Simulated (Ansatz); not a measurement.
**GaSb wire along [110], 16 atoms a period, H-terminated: bands by functional**

Wanted: the relaxed geometry and the bands of the GaSb wire along [110], 16 atoms a period, H-terminated.

Program: Ansatz 0.2.0. Level of theory: DFT PBE, plane waves, PAW; relaxation of a wire's period; PAW set soft_1, in the first sound run; inputs show where later runs differ. Results are calculated unless marked as measured.

## 1. Set-up

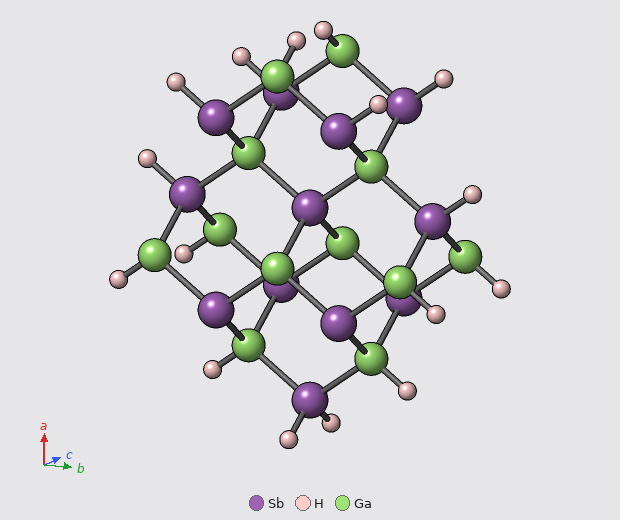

The cell as given, at a slant to the c axis (antimony purple, hydrogen pink, gallium green). Some periodic images of atoms are drawn too.

The cell holds 28 atoms: 8 Sb, 12 H and 8 Ga. Its edges and angles: a = 19.590 Å, b = 18.440 Å, c = 4.391 Å, α = 90.0°, β = 90.0°, γ = 90.0°. Vacuum lies along a and b. The structure's axis is c.

## 2. Relaxing the period

Band widths follow the bond lengths, so the wire is relaxed first. The atoms and the third cell vector are free; the box across stays fixed as vacuum. A Fermi-Dirac smearing is set since the result may be a metal. The pressure printed is a third of the stress's trace over the whole box, vacuum included; only the stress along the axis is relaxed.

The input, input.yaml:

```yaml
crystal:
  lattice:
    - [19.59, 0.0, 0.0]
    - [0.0, 18.44, 0.0]
    - [0.0, 0.0, 4.3911331112]
  atoms:
    - { symbol: Sb, position: [0.383632617, 0.619065547, 0.0] }
    - { symbol: H, position: [0.416316975, 0.808091097, 0.0] }
    - { symbol: Ga, position: [0.462882234, 0.738130978, 0.0] }
    - { symbol: Ga, position: [0.462882234, 0.500000115, 0.0] }
    - { symbol: Sb, position: [0.700631086, 0.619065547, 0.0] }
    - { symbol: H, position: [0.752206531, 0.696553021, 0.0] }
    - { symbol: Ga, position: [0.779880703, 0.500000115, 0.0] }
    - { symbol: H, position: [0.173557938, 0.500000115, 0.174601298] }
    - { symbol: H, position: [0.826445962, 0.500000115, 0.293788543] }
    - { symbol: Sb, position: [0.225133383, 0.500000115, 0.5] }
    - { symbol: H, position: [0.257817741, 0.310974565, 0.5] }
    - { symbol: H, position: [0.257817741, 0.689025666, 0.5] }
    - { symbol: Ga, position: [0.304383, 0.380934684, 0.5] }
    - { symbol: Ga, position: [0.304383, 0.619065547, 0.5] }
    - { symbol: Sb, position: [0.542131852, 0.261869253, 0.5] }
    - { symbol: Sb, position: [0.542131852, 0.738130978, 0.5] }
    - { symbol: Sb, position: [0.542131852, 0.500000115, 0.5] }
    - { symbol: H, position: [0.593707297, 0.184381779, 0.5] }
    - { symbol: H, position: [0.593707297, 0.815618452, 0.5] }
    - { symbol: Ga, position: [0.621381469, 0.380934684, 0.5] }
    - { symbol: Ga, position: [0.621381469, 0.619065547, 0.5] }
    - { symbol: H, position: [0.826445962, 0.500000115, 0.706211457] }
    - { symbol: H, position: [0.173557938, 0.500000115, 0.825398702] }
    - { symbol: Sb, position: [0.383632617, 0.380934684, 0.0] }
    - { symbol: H, position: [0.416316975, 0.191909133, 0.0] }
    - { symbol: Ga, position: [0.462882234, 0.261869253, 0.0] }
    - { symbol: Sb, position: [0.700631086, 0.380934684, 0.0] }
    - { symbol: H, position: [0.752206531, 0.30344721, 0.0] }
kpoints:
  mp_grid: { grid: [1, 1, 19] }
scf:
  occupations: { method: fermi_dirac, width: 0.05 }
hamiltonian:
  xc: pbe
  pseudopotentials: { kind: paw, azcp: { folder: soft_1 } }
relax:
  cell: { fix: [a, b, alpha, beta, gamma] }
  max_steps: 45
  f_tol: 0.03
```

Started as:

```sh
> ansatz run input.yaml --threads 8 --pin off --max-ram 16384MiB --backend cpu --events-out ev --progress --plain --runs-dir out
```

Numbers of over 12 decimals in the logs are rounded to 6 here.

The log of the run:

```text
Engine: ansatz 0.2.0, aarch64-unknown-linux-gnu
Pseudopotentials: kind: paw
Pseudopotential: Sb, paw, valence charge 15, recommended cutoff 420 eV (normal), soft_1/Sb.paw.azcp
Pseudopotential: H, paw, valence charge 1, recommended cutoff 420 eV (normal), soft_1/H.paw.azcp
Pseudopotential: Ga, paw, valence charge 13, recommended cutoff 420 eV (normal), soft_1/Ga.paw.azcp
Functional definition: PBE
  parameter kappa = 0.804
  parameter beta = 0.066725
  exchange = pbe_x(kappa = kappa, mu = beta*pi^2/3)
  correlation = pbe_c(beta = beta)
Crystal: 28 atoms, lattice volume = 1586.251 Å³
Basis set: ecut = 420 eV, 31023 PW (Γ), exchange–correlation on 270×250×60 points (8 copies of the dense FFT grid, shifted against one another)
Bands: 146, of which v1, the nominal top of the filled ones, is band 118 counted from 1 (117 counted from 0)
Symmetry: 4 space group operations
Space group: Pmm2 (ITA 25), of the structure as read, at distance tolerance 1.2e-4 Å
k-points: 10 of 19
Non-local potential: Sb, projectors of the file, l = 0: 2, l = 1: 2, l = 2: 2, l = 3: 1
Non-local potential: H, projectors of the file, l = 0: 2, l = 1: 1
Non-local potential: Ga, projectors of the file, l = 0: 2, l = 1: 2, l = 2: 3, l = 3: 1
PAW form: soft (Blöchl's): semilocal exchange-correlation on the pseudo side does not see the compensation charge
PAW one-centre angular grid: Sb, 590 points (default); XC on 64 Gauss nodes
PAW one-centre angular grid: H, 110 points (default); XC on 64 Gauss nodes
PAW one-centre angular grid: Ga, 590 points (default); XC on 64 Gauss nodes
Initial density: superposition of atomic densities (neutral atoms: chi_scale 0, normalization atom)
Initial wavefunctions: pseudopotential atomic-orbital guess
Functional: x = pbe(κ = 0.804, μ = 0.219515), c = pbe(β = 0.066725)
SCF iter   1: F=—  HF=-82331.918399 eV  |F-HF|=—  |Δ(HF+E_count)|=         —  Δρ=2.87e-2  dr2=1.36e1  ethr=3.10e-3  ⟨swp⟩=7.0  Hψ=6243  notcnv=0  defer=26
preconditioner: auto → Resta (q_TF=auto, 1.986 Å⁻¹)  ε∞=1.8  [insulator: Δε(μ)=1.130 eV  Ē_g=13.124 eV  σ=0.050 eV  W_gap=1.00  n_scr=220 (ndim 8)  ℏωp=11.6 eV  f_vac=0.582  D(μ)=0.00/eV (n_scr^D=0)  ε∞_Penn≈1.8  vacuum switching on, ρ_ref=1.2e-2 e/Å³]
SCF iter   2: F=—  HF=-82328.693195 eV  |F-HF|=—  |Δ(HF+E_count)|=    3.23e0  Δρ=1.21e-2  dr2=2.82e0  ethr=3.10e-3  ⟨swp⟩=3.0  Hψ=2111  notcnv=0  defer=199
SCF iter   3: F=—  HF=-82328.350994 eV  |F-HF|=—  |Δ(HF+E_count)|=   3.42e-1  Δρ=5.17e-3  dr2=1.36e0  ethr=1.20e-3  ⟨swp⟩=3.1  Hψ=2065  notcnv=0  defer=187
SCF iter   4: F=—  HF=-82328.154840 eV  |F-HF|=—  |Δ(HF+E_count)|=   1.96e-1  Δρ=1.54e-3  dr2=1.31e-1  ethr=5.76e-4  ⟨swp⟩=3.9  Hψ=2043  notcnv=0  defer=194
SCF iter   5: F=—  HF=-82328.143983 eV  |F-HF|=—  |Δ(HF+E_count)|=   1.09e-2  Δρ=7.35e-4  dr2=9.71e-3  ethr=5.57e-5  ⟨swp⟩=3.6  Hψ=2262  notcnv=0  defer=193
SCF iter   6: F=—  HF=-82328.145504 eV  |F-HF|=—  |Δ(HF+E_count)|=   1.52e-3  Δρ=3.10e-4  dr2=1.88e-3  ethr=4.11e-6  ⟨swp⟩=2.1  Hψ=2143  notcnv=0  defer=190
SCF iter   7: F=—  HF=-82328.146084 eV  |F-HF|=—  |Δ(HF+E_count)|=   5.80e-4  Δρ=1.25e-4  dr2=5.68e-4  ethr=7.96e-7  ⟨swp⟩=2.0  Hψ=1801  notcnv=0  defer=190
SCF iter   8: F=—  HF=-82328.146186 eV  |F-HF|=—  |Δ(HF+E_count)|=   1.03e-4  Δρ=4.13e-5  dr2=3.10e-5  ethr=2.40e-7  ⟨swp⟩=2.0  Hψ=1509  notcnv=0  defer=190
SCF iter   9: F=—  HF=-82328.146075 eV  |F-HF|=—  |Δ(HF+E_count)|=   1.11e-4  Δρ=1.60e-5  dr2=6.11e-6  ethr=1.32e-8  ⟨swp⟩=2.0  Hψ=2203  notcnv=0  defer=190
SCF iter  10: F=—  HF=-82328.146082 eV  |F-HF|=—  |Δ(HF+E_count)|=   6.74e-6  Δρ=7.74e-6  dr2=3.05e-6  ethr=2.59e-9  ⟨swp⟩=2.1  Hψ=2036  notcnv=0  defer=190
SCF iter  11: F=—  HF=-82328.146082 eV  |F-HF|=—  |Δ(HF+E_count)|=   7.15e-7  Δρ=3.56e-6  dr2=5.66e-7  ethr=1.29e-9  ⟨swp⟩=2.0  Hψ=1538  notcnv=0  defer=190
SCF iter  12: F=-82328.146082 eV  HF=-82328.146082 eV  |F-HF|=2.04e-8  |Δ(HF+E_count)|=   1.08e-7  Δρ=9.72e-7  dr2=2.10e-8  ethr=4.24e-11  ⟨swp⟩=3.0  Hψ=5264  notcnv=0
SCF 1 converged in 12 iterations: F = -82328.146082 eV  dr2 = 2.10e-8
  greatest PAW one-centre occupation: 0.995 electrons in one spin orbital (limit 2), on the Sb atom at site 9 (counted from 0), in its partial waves of l = 2
relax step   1: F+E_penalty+E_count = -82328.14608236 eV  Δ(F+E_penalty+E_count) = +0.000e0 eV  max|allowed force component| = 1.210e0 eV/Å  Δτ_max = 0.0000 Å  P = -0.200 GPa  Ω = 1586.251 Å³  fix = [a, b, alpha, beta, gamma]  reactions: a -0.334, b -0.406 GPa  (12 SCF iters, dr2 threshold 1.00e-7 eV, accepted)
Crystal: 28 atoms, lattice volume = 1596.030 Å³
Basis set: ecut = 420 eV, 31251 PW (Γ), exchange–correlation on 270×250×60 points (8 copies of the dense FFT grid, shifted against one another)
Initial density: handed on by an earlier stage of this run
Initial wavefunctions: those handed on with the density
iter 1 solved again at ethr=2.89e-4 eV; its pass at ethr=3.10e-3 eV (dr2=6.82e-1 eV) is discarded
SCF iter   1: F=—  HF=-82328.841104 eV  |F-HF|=—  |Δ(HF+E_count)|=         —  Δρ=7.99e-3  dr2=6.83e-1  ethr=2.89e-4  ⟨swp⟩=4.5  Hψ=7079  notcnv=0
preconditioner: auto → Resta (q_TF=auto, 1.984 Å⁻¹)  ε∞=1.8  [insulator: Δε(μ)=1.247 eV  Ē_g=13.168 eV  σ=0.050 eV  W_gap=1.00  n_scr=220 (ndim 8)  ℏωp=11.6 eV  f_vac=0.619  D(μ)=0.00/eV (n_scr^D=0)  ε∞_Penn≈1.8  vacuum switching on, ρ_ref=1.3e-2 e/Å³]
SCF iter   2: F=—  HF=-82328.718109 eV  |F-HF|=—  |Δ(HF+E_count)|=   1.23e-1  Δρ=4.08e-3  dr2=1.52e-1  ethr=2.89e-4  ⟨swp⟩=5.8  Hψ=2493  notcnv=0
SCF iter   3: F=—  HF=-82328.716045 eV  |F-HF|=—  |Δ(HF+E_count)|=   2.06e-3  Δρ=1.44e-3  dr2=8.88e-2  ethr=6.45e-5  ⟨swp⟩=3.0  Hψ=2267  notcnv=0  defer=184
SCF iter   4: F=—  HF=-82328.703868 eV  |F-HF|=—  |Δ(HF+E_count)|=   1.22e-2  Δρ=3.39e-4  dr2=6.45e-3  ethr=3.76e-5  ⟨swp⟩=2.8  Hψ=1619  notcnv=0  defer=184
SCF iter   5: F=—  HF=-82328.703167 eV  |F-HF|=—  |Δ(HF+E_count)|=   7.01e-4  Δρ=1.22e-4  dr2=3.85e-4  ethr=2.73e-6  ⟨swp⟩=1.8  Hψ=2041  notcnv=0  defer=184
SCF iter   6: F=—  HF=-82328.703009 eV  |F-HF|=—  |Δ(HF+E_count)|=   1.58e-4  Δρ=4.89e-5  dr2=8.59e-5  ethr=1.63e-7  ⟨swp⟩=2.0  Hψ=2090  notcnv=0  defer=184
SCF iter   7: F=—  HF=-82328.703011 eV  |F-HF|=—  |Δ(HF+E_count)|=   1.80e-6  Δρ=2.16e-5  dr2=1.39e-5  ethr=3.64e-8  ⟨swp⟩=2.0  Hψ=1541  notcnv=0  defer=184
SCF iter   8: F=-82328.703013 eV  HF=-82328.703013 eV  |F-HF|=2.49e-7  |Δ(HF+E_count)|=   2.31e-6  Δρ=8.80e-6  dr2=1.67e-6  ethr=1.19e-9  ⟨swp⟩=5.0  Hψ=5113  notcnv=0
SCF 2 converged in 8 iterations: F = -82328.703013 eV  dr2 = 1.67e-6
[...]
relax step   5: F+E_penalty+E_count = -82328.82379671 eV  Δ(F+E_penalty+E_count) = -2.260e-2 eV  max|allowed force component| = 2.909e-2 eV/Å  Δτ_max = 0.0824 Å  P = +0.006 GPa  Ω = 1605.448 Å³  energy of the carried Pulay correction = -2.168e-3 eV  fix = [a, b, alpha, beta, gamma]  reactions: a +0.008, b +0.012 GPa  (12 SCF iters, accepted)
Initial wavefunctions: pseudopotential atomic-orbital guess (no wavefunctions were taken with the density)
iter 1 solved again at ethr=8.33e-7 eV; its pass at ethr=3.10e-3 eV (dr2=1.96e-3 eV) is discarded
SCF iter   1: F=—  HF=-82328.810205 eV  |F-HF|=—  |Δ(HF+E_count)|=         —  Δρ=1.09e-4  dr2=4.46e-6  ethr=8.33e-7  ⟨swp⟩=4.1  Hψ=10195  notcnv=0
eigensolver tolerance schedule: the retry pair's looser diagonalisation over-reported the residual by 439.36 of it (diagonalisation noise at 0.13 of the residual, at the tolerance the schedule requests for it); recorded, not acted on — ethr = c·dr2/N_el stays at c = 1.0e-1
preconditioner: auto → Resta (q_TF=auto, 1.982 Å⁻¹)  ε∞=1.8  [insulator: Δε(μ)=1.451 eV  Ē_g=13.231 eV  σ=0.050 eV  W_gap=1.00  n_scr=220 (ndim 8)  ℏωp=11.6 eV  f_vac=0.621  D(μ)=0.00/eV (n_scr^D=0)  ε∞_Penn≈1.8  vacuum switching on, ρ_ref=1.3e-2 e/Å³]
SCF iter   2: F=—  HF=-82328.820629 eV  |F-HF|=—  |Δ(HF+E_count)|=   1.04e-2  Δρ=5.51e-5  dr2=1.52e-6  ethr=1.89e-9  ⟨swp⟩=3.2  Hψ=3227  notcnv=0
SCF iter   3: F=—  HF=-82328.825686 eV  |F-HF|=—  |Δ(HF+E_count)|=   5.06e-3  Δρ=1.03e-5  dr2=3.82e-7  ethr=6.42e-10  ⟨swp⟩=3.2  Hψ=2808  notcnv=0
SCF iter   4: F=—  HF=-82328.826015 eV  |F-HF|=—  |Δ(HF+E_count)|=   3.29e-4  Δρ=1.15e-6  dr2=3.56e-8  ethr=1.62e-10  ⟨swp⟩=2.5  Hψ=2377  notcnv=0
SCF iter   5: F=—  HF=-82328.826016 eV  |F-HF|=—  |Δ(HF+E_count)|=   1.10e-6  Δρ=5.97e-7  dr2=1.28e-8  ethr=1.51e-11  ⟨swp⟩=2.9  Hψ=2507  notcnv=0
SCF iter   6: F=—  HF=-82328.826018 eV  |F-HF|=—  |Δ(HF+E_count)|=   1.58e-6  Δρ=3.37e-7  dr2=4.38e-9  ethr=5.43e-12  ⟨swp⟩=2.2  Hψ=1684  notcnv=0
SCF iter   7: F=—  HF=-82328.826019 eV  |F-HF|=—  |Δ(HF+E_count)|=   1.09e-6  Δρ=1.02e-7  dr2=3.39e-10  ethr=1.85e-12  ⟨swp⟩=2.4  Hψ=1694  notcnv=0
SCF iter   8: F=-82328.826019 eV  HF=-82328.826019 eV  |F-HF|=4.73e-9  |Δ(HF+E_count)|=   1.72e-7  Δρ=3.24e-8  dr2=7.34e-11  ethr=1.00e-12  ⟨swp⟩=4.6  Hψ=4663  notcnv=0
SCF 6 converged in 8 iterations: F = -82328.826019 eV  dr2 = 7.34e-11
relax step   6: F+E_penalty+E_count = -82328.82601879 eV  Δ(F+E_penalty+E_count) = -2.222e-3 eV  max|allowed force component| = 2.914e-2 eV/Å  Δτ_max = 0.0000 Å  P = +0.007 GPa  Ω = 1605.448 Å³  fix = [a, b, alpha, beta, gamma]  reactions: a +0.008, b +0.012 GPa  stress off target by 3.28e-4 GPa on what of the cell is left free  SCF on the basis re-selected at this cell (its energy is not comparable with the rows above)  (8 SCF iters)
basis re-selected at this cell: Δ(F+E_penalty+E_count) = -2.222e-3 eV, ΔP = +0.001 GPa vs the last step (what re-selecting the basis moved, of the pressure what is left beyond the Pulay correction that the steps carried, after the strain that the cell walked since its last selection, with what the two solves' SCF thresholds leave and, on support functions, any second-order correction that the steps lacked; it is no m [...]
SCF converged after 8 iterations
Free energy (F): -82328.826019 eV
Harris-Foulkes:  -82328.826019 eV  (|F-HF|=4.73e-9)
Internal energy: -82328.826019 eV  (E = F + TS)
E sigma→0 (E₀):  -82328.826019 eV
Entropy (-TS):   -0.000000 eV (-0.000 meV/atom)
Fermi energy:    -0.634840 eV
--- Per-component energies (eV) ---
  E_band       = -4055.498655
  E_kinetic    = 2346.345829
  E_local      = -124193.892280  (includes V_loc(G=0)·N_el)
  E_nonlocal   = 2388.690779
  E_hartree    = 61419.794357
  E_xc         = -1387.854066
  E_vxc        = -1290.579546  (∫ρ·V_xc dr)
  E_paw        = -52302.509804  (= ΣΔE_a)
  E_vpaw       = -6145.640334  (= ΣTr[D̂ρ^β])
  E_aug_tail   = -0.011495  (compensation charges beyond the density's cutoff)
  E_ewald      = 29400.610663
  E_smearing   = -0.000000  (= −TS)
  E_closure    = -0.000000  (closes the sum)
  Σ components = -82328.826019   (vs F -82328.826019, Δ=0.00e0)
--- Forces (eV/Å), atoms counted from 1 ---
  atom   1  Sb    -0.00293412    -0.01261570     0.00000000
  atom   2  H      0.00646699     0.00148502    -0.00000000
  atom   3  Ga    -0.00197464     0.00887733     0.00000000
  atom   4  Ga    -0.01328400     0.00000000     0.00000000
  atom   5  Sb     0.01282624     0.01126786    -0.00000000
  atom   6  H     -0.01091027     0.00369809     0.00000000
  atom   7  Ga     0.00435925     0.00000000    -0.00000000
  atom   8  H      0.00048978    -0.00000000     0.00201703
  atom   9  H      0.00801721     0.00000000     0.00109701
  atom  10  Sb    -0.00422707     0.00000000     0.00000000
  atom  11  H     -0.01107292     0.00972115     0.00000000
  atom  12  H     -0.01107292    -0.00972115     0.00000000
  atom  13  Ga     0.01312711    -0.02913790    -0.00000000
  atom  14  Ga     0.01312711     0.02913790    -0.00000000
  atom  15  Sb     0.00771241     0.00108960    -0.00000000
  atom  16  Sb     0.00771241    -0.00108960    -0.00000000
  atom  17  Sb    -0.01063143     0.00000000     0.00000000
  atom  18  H      0.00701788    -0.00136957    -0.00000000
  atom  19  H      0.00701788     0.00136957    -0.00000000
  atom  20  Ga    -0.01687199     0.01980085     0.00000000
  atom  21  Ga    -0.01687199    -0.01980085     0.00000000
  atom  22  H      0.00801721    -0.00000000    -0.00109701
  atom  23  H      0.00048978    -0.00000000    -0.00201703
  atom  24  Sb    -0.00293412     0.01261570     0.00000000
  atom  25  H      0.00646699    -0.00148502    -0.00000000
  atom  26  Ga    -0.00197464    -0.00887733     0.00000000
  atom  27  Sb     0.01282624    -0.01126786    -0.00000000
  atom  28  H     -0.01091027    -0.00369809     0.00000000
  max |Σ_I F_I| component: 4.11e-6 eV/Å
--- Stress (GPa, compression-positive) ---
        0.008085      -0.000000      -0.000000
       -0.000000       0.011904       0.000000
       -0.000000       0.000000       0.000328
  P = ⅓ Tr σ = 0.0068 GPa (0.068 kbar)
--- Relaxed structure (5 steps of the walk, 4 accepted, 1 SCFs on fresh bases) ---
  F+E_penalty+E_count = -82328.82601879 eV   max|allowed force component| = 2.914e-2 eV/Å   (the final SCF, on the basis selected at the relaxed cell)
  cell:  # Å, volume = 1605.4476 Å³
    - [19.59, 0.0, 0.0]
    - [0.0, 18.44, 0.0]
    - [0.0, 0.0, 4.444273]
  atoms:
    - { symbol: Sb, position: [0.384793, 0.620007, 0] }
    - { symbol: H, position: [0.415749, 0.812238, 0] }
    - { symbol: Ga, position: [0.459826, 0.741295, 0] }
    - { symbol: Ga, position: [0.462352, 0.5, 0] }
    - { symbol: Sb, position: [0.698317, 0.608854, 0] }
    - { symbol: H, position: [0.742808, 0.689184, 0] }
    - { symbol: Ga, position: [0.792471, 0.5, 0] }
    - { symbol: H, position: [0.181177, 0.5, 0.215852] }
    - { symbol: H, position: [0.827972, 0.5, 0.312070] }
    - { symbol: Sb, position: [0.240194, 0.5, 0.5] }
    - { symbol: H, position: [0.256473, 0.306540, 0.5] }
    - { symbol: H, position: [0.256473, 0.693460, 0.5] }
    - { symbol: Ga, position: [0.307520, 0.371962, 0.5] }
    - { symbol: Ga, position: [0.307520, 0.628038, 0.5] }
    - { symbol: Sb, position: [0.536755, 0.268809, 0.5] }
    - { symbol: Sb, position: [0.536755, 0.731191, 0.5] }
    - { symbol: Sb, position: [0.541067, 0.5, 0.5] }
    - { symbol: H, position: [0.589268, 0.194249, 0.5] }
    - { symbol: H, position: [0.589268, 0.805751, 0.5] }
    - { symbol: Ga, position: [0.621409, 0.382007, 0.5] }
    - { symbol: Ga, position: [0.621409, 0.617993, 0.5] }
    - { symbol: H, position: [0.827972, 0.5, 0.687930] }
    - { symbol: H, position: [0.181177, 0.5, 0.784148] }
    - { symbol: Sb, position: [0.384793, 0.379993, 0] }
    - { symbol: H, position: [0.415749, 0.187762, 0] }
    - { symbol: Ga, position: [0.459826, 0.258705, 0] }
    - { symbol: Sb, position: [0.698317, 0.391146, 0] }
    - { symbol: H, position: [0.742808, 0.310816, 0] }
```

Run time: 7.1 min. Hardware: 8 threads of Arm Neoverse N1, shared host; peak memory 7.6 GiB; 56 min of CPU time.

Relaxation path:

| step | energy less that of the first step (eV) | largest force component (eV/Å) | pressure (GPa) | volume (Å³) |
| --- | --- | --- | --- | --- |
| 1 | 0.0000 | 1.2097 | -0.20 | 1586.25 |
| 2 | -0.5569 | 0.4818 | -0.11 | 1596.03 |
| 3 | -0.6551 | 0.1415 | 0.06 | 1602.91 |
| 4 | -0.6400 | 0.1877 | 0.00 | 1605.82 |
| 5 | -0.6777 | 0.0291 | 0.01 | 1605.45 |
| 6* | -0.6799 | 0.0291 | 0.01 | 1605.45 |

Relaxation steps marked * repeat the geometry before them on a plane-wave basis chosen anew for their cell, so energy and pressure can jump there. Relaxation step 4 was tried and not accepted.

The run keeps the 4 symmetry operations that it works with, so distortions that break them were not tested.

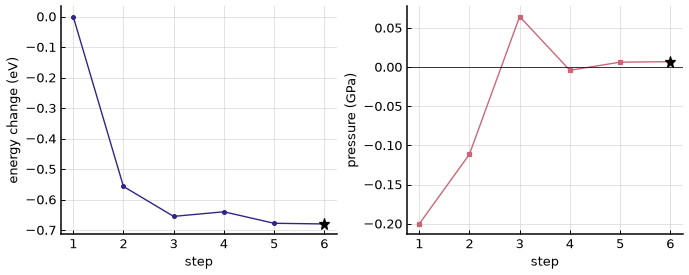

Energy and pressure along the relaxation. Stars mark steps on a basis chosen anew.

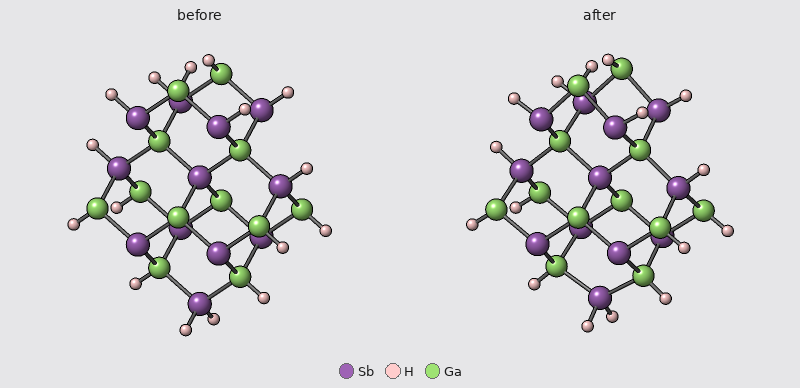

Before and after, at one scale.

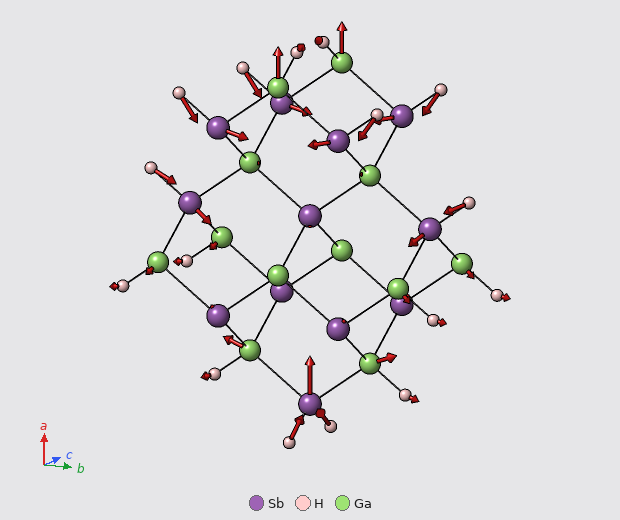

Displacements in the relaxation, exaggerated, measured against the changing cell; the longest in the cell stands for 0.30 Å. Some periodic images of atoms are drawn too.

| cell as run | before | after | change |
| --- | --- | --- | --- |
| c (Å) | 4.391 | 4.444 | +1.2 % |

The atoms that moved most (Å, along periodic axes as changes of fractional coordinates times the final cell, across vacuum about the mean position):

| atom | dx | dy | dz | length |
| --- | --- | --- | --- | --- |
| Sb10 | 0.295 | 0.000 | 0.000 | 0.295 |
| Ga7 | 0.247 | 0.000 | 0.000 | 0.247 |
| H23 | 0.149 | 0.000 | -0.183 | 0.236 |
| H8 | 0.149 | 0.000 | 0.183 | 0.236 |
| H6 | -0.184 | -0.136 | 0.000 | 0.229 |
| H28 | -0.184 | 0.136 | 0.000 | 0.229 |
| H19 | -0.087 | -0.182 | 0.000 | 0.202 |
| H18 | -0.087 | 0.182 | 0.000 | 0.202 |

Numbers from this step:

* cell length along the wire: 4.444 Å

The cell's length comes to 4.444 Å with spin left out.

[end of part 1 of 2]

[Logs are printed without paths, hosts, clocks, repeated set-up lines and the standing remarks that a program may print on its own settings, such as how far it seeks lower states.]

[Hosts, paths, dates, database ids (printed as entryN), source tags and the programs' standing remarks are cut or masked in the printed files.]
